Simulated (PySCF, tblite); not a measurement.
**C₅H₆AlF₂N: geometry, infrared bands and NMR shifts**

Aim: predict the infrared bands and NMR shifts of C₅H₆AlF₂N (`Fc1cc[n+]([AlH3-])cc1F`).

Computed with tblite 0.8.0 and PySCF 2.14.0, with density-fitted response routines of our own, on a single molecule in the gas phase. Atoms count from 0, in the outputs and in this text.

## (1) The starting structure

15 atoms, charge 0, multiplicity 1; geometry from: force field or distance geometry start.

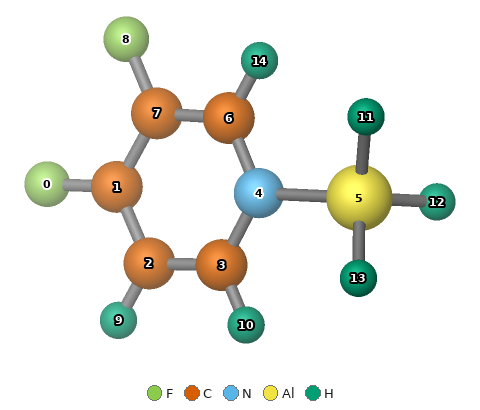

As it starts; fluorine green, carbon orange, nitrogen blue, aluminium yellow, hydrogen teal, atoms numbered; sticks join atoms by distance.

## (2) Optimising the geometry with GFN2-xTB

The job: settings as JSON, then the geometry in Å.

```
{"job": {"kind": "relax", "xc": "GFN2-xTB", "basis": "xTB"}, "charge": 0, "multiplicity": 1}
F     -3.532000    -0.201400    -0.074700
C     -2.191600    -0.124200    -0.053300
C     -1.412000    -1.213800    -0.477600
C     -0.028000    -1.115400    -0.453100
N      0.577600     0.005400     0.030100
Al     2.494000     0.115900     0.026800
C     -0.155300     1.080600     0.439500
C     -1.546200     1.029500     0.425100
F     -2.277400     2.083100     0.845200
H     -1.906100    -2.109300    -0.843000
H      0.559000    -1.966000    -0.791500
H      2.970700     1.069700     1.218600
H      2.994000     0.710500    -1.356100
H      3.119700    -1.341900     0.239800
H      0.329000     1.985300     0.802300
```

Started as:

```console
> OMP_NUM_THREADS=1 python probes_run.py task.json out
```

One launch serves the whole session: the jobs run in the order shown.

**Question.** This job is followed by: GFN2-xTB harmonic vibrations, gas phase; GIAO PBE0/pcSseg-1 NMR shielding, non-relativistic, gas phase. Predict these results of the whole session: strongest single infrared mode (GFN2-xTB); zero-point energy (GFN2-xTB); 13C shifts against TMS (PBE0/pcSseg-1); 1H shifts against TMS (PBE0/pcSseg-1, means over atoms taken as alike); 19F shifts against CFCl3 (PBE0/pcSseg-1); 15N shifts against NH3 (PBE0/pcSseg-1); 27Al shifts against AlH4- (PBE0/pcSseg-1).

As calculated:

| quantity | value |
| --- | --- |
| strongest single infrared mode (GFN2-xTB) | 756 cm⁻¹, 591 km/mol |
| zero-point energy (GFN2-xTB) | 56.0 kcal/mol |
| 13C shifts against TMS (PBE0/pcSseg-1) | 169.5, 158.4, 152.4, 146.9, 121.4 ppm |
| 1H shifts against TMS (PBE0/pcSseg-1, means over atoms taken as alike) | 9.28, 9.07, 7.58, 4.54 ppm |
| 19F shifts against CFCl3 (PBE0/pcSseg-1) | -119.5, -152.0 ppm |
| 15N shifts against NH3 (PBE0/pcSseg-1) | 285.2 ppm |
| 27Al shifts against AlH4- (PBE0/pcSseg-1) | 79.6 ppm |

The optimisation took 54 steps and gained 0.517 eV; among the close pairs (by a distance rule), N4–Al5 changed most, from 1.920 to 2.010 Å. The lowest mode is imaginary (54i cm⁻¹), so the xTB geometry is not a minimum. Unscaled tight-binding wavenumbers are off by several per cent, some by more. Its intensities can rank the bands wrongly. At PBE0/pcSseg-1: Shielding is most anisotropic at N4 (span 463 ppm, paramagnetic term -349 ppm). NICS(1)zz of -26 ppm above the planar ring from C1 marks a diatropic (aromatic) ring current.
